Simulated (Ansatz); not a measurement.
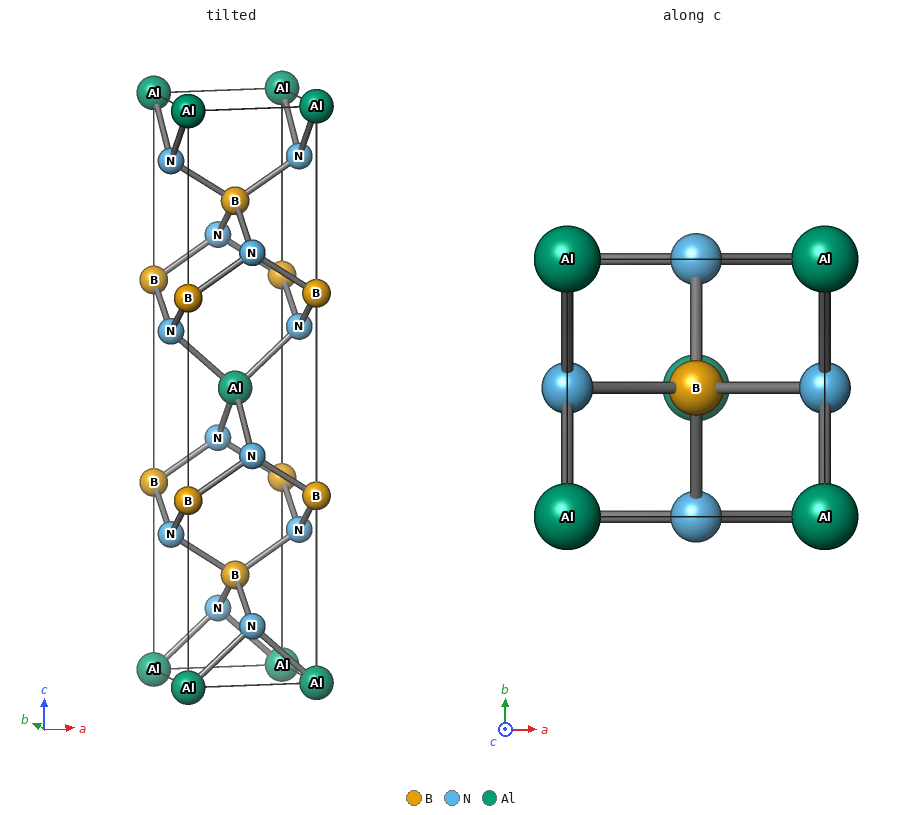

Crystal structure, ball-and-stick style, seen slightly off an axis and along the c axis. The edges of the conventional unit cell are marked.

AlB₂N₃, space group I-4m2 (No. 119), a = 2.711 Å, b = 2.711 Å, c = 11.889 Å, α = 90.00°, β = 90.00°, γ = 90.00°. The structure was taken from a structure type filled with these elements by a generator (whether the compound takes this form wasn't checked). Earlier steps of the study may have refined or changed the cell and positions. It went into a calculation with Ansatz.

This one geometry was computed with Ansatz (DFT, plane waves, PAW) at four levels of theory: r2SCAN, HSE06, PBE and PBE0. It was relaxed beforehand with r2SCAN.

Which level gives the highest pressure at this volume, and what does that say about its equilibrium volume?

Answer. Highest: PBE (4.7 GPa), which points to the largest equilibrium volume. Lowest, with the smallest volume: HSE06 (-2.9 GPa) and PBE0 (-2.9 GPa). Levels within 0.5 GPa of each other can't be told apart.

How does the band gap change with the level of theory?

Answer. PBE: a gap of 3.26 eV, indirect; r2SCAN: a gap of 3.83 eV, indirect; HSE06: a gap of 4.55 eV, indirect; PBE0: a gap of 5.31 eV, indirect.

Collect the results in a table.

Answer.
| level | cutoff (eV) | k-mesh of the run's cell | gap (eV) | pressure (GPa) |
| --- | --- | --- | --- | --- |
| r2SCAN | 500 | 12×12×12 | 3.83 | 0.0 |
| HSE06 | 420 | 8×8×8 | 4.55 | -2.9 |
| PBE | 420 | 12×12×12 | 3.26 | 4.7 |
| PBE0 | 420 | 8×8×8 | 5.31 | -2.9 |

Gaps are taken on the k-mesh or band path of each run.
